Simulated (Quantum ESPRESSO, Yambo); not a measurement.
# Si3N4 (Fd-3m): G0W0 in Yambo against the bands, part 2 of 2

How does the gap of Si3N4 (Fd-3m) converge in the bands?

Yambo 5.3.0; PBE and many-body steps on it, plane waves. Known limits of the many-body steps: not at the basis limit.

So far. Step 4 (156 bands): Against the run before, the gap moves by −0.052 eV.

## Step 5: 260 bands

Level of this step: G0W0 on PBE, plane waves, norm-conserving pseudopotentials (Yambo).

Input file gw4.in:

```
HF_and_locXC
gw0
dyson
ppa
em1d
rim_cut
RandQpts= 1000000
RandGvec= 1 RL
EXXRLvcs= 72 Ry
VXCRLvcs= 288 Ry
Chimod= "HARTREE"
% BndsRnXp
 1 | 260 |
%
NGsBlkXp= 9 Ry
% LongDrXp
 1 | 1 | 1 |
%
% GbndRnge
 1 | 260 |
%
DysSolver= "n"
ExtendOut
PPAPntXp= 27.21138 eV
% QPkrange
 6 | 6 | 31 | 34 |
 1 | 1 | 31 | 34 |
%
```

The run is started by

```console
$ OMP_NUM_THREADS=2 mpirun -n 4 yambo -F gw4.in -J gw4 -C gw4 > gw4.log
```

The log of the run:

```text
 Yambo, version 5.3.0

 [02] CORE Variables Setup
 =========================

  [... cell, symmetries and grids as in the set-up ...]

  [02.05] Energies & Occupations
  ==============================

  [X] === General ===
  [X] Electronic Temperature                        :  0.000000  0.000000 [eV K]
  [X] Bosonic    Temperature                        :  0.000000  0.000000 [eV K]
  [X] Finite Temperature mode                       : no
  [X] El. density                                   :  0.54207E+24 [cm-3]
[...]
QP @ state[ 1 ] b range                          :   31   34
   QP @ state[ 2 ] K range                          :   6   6
   QP @ state[ 2 ] b range                          :   31   34
   GF energies kind                                 : Perdew, Burke & Ernzerhof(X)+Perdew, Burke & Ernzerhof(C)
   GF WF`s kind                                     : Perdew, Burke & Ernzerhof(X)+Perdew, Burke & Ernzerhof(C)
   Xs energies kind                                 : Perdew, Burke & Ernzerhof(X)+Perdew, Burke & Ernzerhof(C)
   Xs WF`s kind                                     : Perdew, Burke & Ernzerhof(X)+Perdew, Burke & Ernzerhof(C)

 [11] Game Over & Game summary
```

It took 6.8 min on 4 MPI ranks of Arm Neoverse V2, shared host; peak memory 3.3 GiB; 52 min of CPU time.

Numbers from this step:

* G0W0 gap on the points computed: 4.389 eV
* starting gap on the mesh: 3.398 eV
* k of the valence top: 0, 0.25, -0.25
* k of the conduction bottom: 0, 0, 0
* least direct G0W0 gap on the computed points: 4.435 eV

Against the run before, the gap moves by +0.035 eV.

## Step 6: 384 bands

gw5.in, as its differences from gw4.in of step 5:

```diff
@@ -12,3 +12,3 @@
 % BndsRnXp
- 1 | 260 |
+ 1 | 384 |
 %
@@ -19,3 +19,3 @@
 % GbndRnge
- 1 | 260 |
+ 1 | 384 |
 %
```

The run is started by

```console
$ OMP_NUM_THREADS=2 mpirun -n 4 yambo -F gw5.in -J gw5 -C gw5 > gw5.log
```

The log of the run:

```text
 Yambo, version 5.3.0

 [02] CORE Variables Setup
 =========================

  [... cell, symmetries and grids as in the set-up ...]

  [02.05] Energies & Occupations
  ==============================

  [X] === General ===
  [X] Electronic Temperature                        :  0.000000  0.000000 [eV K]
  [X] Bosonic    Temperature                        :  0.000000  0.000000 [eV K]
  [X] Finite Temperature mode                       : no
  [X] El. density                                   :  0.54207E+24 [cm-3]
[...]
QP @ state[ 1 ] b range                          :   31   34
   QP @ state[ 2 ] K range                          :   6   6
   QP @ state[ 2 ] b range                          :   31   34
   GF energies kind                                 : Perdew, Burke & Ernzerhof(X)+Perdew, Burke & Ernzerhof(C)
   GF WF`s kind                                     : Perdew, Burke & Ernzerhof(X)+Perdew, Burke & Ernzerhof(C)
   Xs energies kind                                 : Perdew, Burke & Ernzerhof(X)+Perdew, Burke & Ernzerhof(C)
   Xs WF`s kind                                     : Perdew, Burke & Ernzerhof(X)+Perdew, Burke & Ernzerhof(C)

 [11] Game Over & Game summary
```

Elapsed: 10 min, on 4 MPI ranks; peak memory 3.9 GiB.

Numbers from this step:

| Property | Result |
| --- | --- |
| G0W0 gap on the points computed | 4.422 eV |
| starting gap on the mesh | 3.398 eV |
| k of the valence top | 0, 0.25, -0.25 |
| k of the conduction bottom | 0, 0, 0 |
| least direct G0W0 gap on the computed points | 4.467 eV |

Against the run before, the gap moves by +0.033 eV.

## Step 7: 524 bands

gw6.in, as its differences from gw5.in of step 6:

```diff
@@ -12,3 +12,3 @@
 % BndsRnXp
- 1 | 384 |
+ 1 | 524 |
 %
@@ -19,3 +19,3 @@
 % GbndRnge
- 1 | 384 |
+ 1 | 524 |
 %
```

The run is started by

```console
$ OMP_NUM_THREADS=2 mpirun -n 4 yambo -F gw6.in -J gw6 -C gw6 > gw6.log
```

The log of the run:

```text
 Yambo, version 5.3.0

 [02] CORE Variables Setup
 =========================

  [... cell, symmetries and grids as in the set-up ...]

  [02.05] Energies & Occupations
  ==============================

  [X] === General ===
  [X] Electronic Temperature                        :  0.000000  0.000000 [eV K]
  [X] Bosonic    Temperature                        :  0.000000  0.000000 [eV K]
  [X] Finite Temperature mode                       : no
  [X] El. density                                   :  0.54207E+24 [cm-3]
[...]
QP @ state[ 1 ] b range                          :   31   34
   QP @ state[ 2 ] K range                          :   6   6
   QP @ state[ 2 ] b range                          :   31   34
   GF energies kind                                 : Perdew, Burke & Ernzerhof(X)+Perdew, Burke & Ernzerhof(C)
   GF WF`s kind                                     : Perdew, Burke & Ernzerhof(X)+Perdew, Burke & Ernzerhof(C)
   Xs energies kind                                 : Perdew, Burke & Ernzerhof(X)+Perdew, Burke & Ernzerhof(C)
   Xs WF`s kind                                     : Perdew, Burke & Ernzerhof(X)+Perdew, Burke & Ernzerhof(C)

 [11] Game Over & Game summary
```

Run time: 14 min. Hardware: 4 MPI ranks; peak memory 4.7 GiB.

This step gave:

```yaml
g0w0_gap_on_the_points_computed: 4.449 eV
starting_gap_on_the_mesh: 3.398 eV
k_of_the_valence_top: 0, 0.25, -0.25
k_of_the_conduction_bottom: 0, 0, 0
least_direct_g0w0_gap_on_the_computed_points: 4.494 eV
```

Against the run before, the gap moves by +0.027 eV.

## Step 8: The runs together

Times are wall times on 4 MPI ranks of Arm Neoverse V2, shared host, good to a factor of about two.

| run | mesh | bands | screening cutoff (eV) | DFT gap (eV) | gap on the mesh (eV) | direct (eV) | time |
| --- | --- | --- | --- | --- | --- | --- | --- |
| 60 bands | 4×4×4 | 60 | 122.5 | 3.398 | 4.763 | 4.802 | 78 s |
| 93 bands | 4×4×4 | 93 | 122.5 | 3.398 | 4.406 | 4.452 | 2.3 min |
| 156 bands | 4×4×4 | 156 | 122.5 | 3.398 | 4.354 | 4.402 | 4.1 min |
| 260 bands | 4×4×4 | 260 | 122.5 | 3.398 | 4.389 | 4.435 | 6.8 min |
| 384 bands | 4×4×4 | 384 | 122.5 | 3.398 | 4.422 | 4.467 | 10 min |
| 524 bands | 4×4×4 | 524 | 122.5 | 3.398 | 4.449 | 4.494 | 14 min |

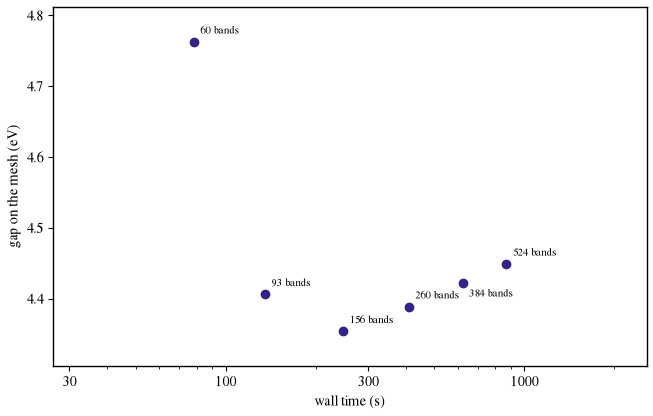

Result against wall time.

## Step 9: What came out

| Property | Result |
| --- | --- |
| 60 bands | 4.763 eV |
| 93 bands | 4.406 eV |
| 156 bands | 4.354 eV |
| 260 bands | 4.389 eV |
| 384 bands | 4.422 eV |
| 524 bands | 4.449 eV |
| known limits | not at the basis limit |

**Reading.** The setting moved: bands. From 60 bands to 524 bands the gap moves by −0.31 eV, for 11 times the time, not steadily: it passes through 4.35 eV. The last step still moves it by +0.027 eV. Bands and screening cutoff are coupled, so a series along one setting does not show full convergence. Bands and cutoff are finite, so the gap is not at the basis limit. The miss can reach some tenths of an eV and take either sign; the mesh is an error of its own. In the G0W0 runs levels were corrected at 2 k points alone, so a gap called «on the mesh» is the least over those, and an edge elsewhere would be missed.

[Paths, hosts, dates, memory and timing lines, banners, echoed tables and standing remarks are left out of the program output.]

[Logs are printed without paths, hosts, clocks, repeated set-up lines and the standing remarks that a program may print on its own settings, such as how far it seeks lower states.]

[Runs of the session that timed out or met a known fault of the program may be left out.]

[Hosts, paths, dates, database ids (printed as entryN), source tags and the programs' standing remarks are cut or masked in the printed files.]
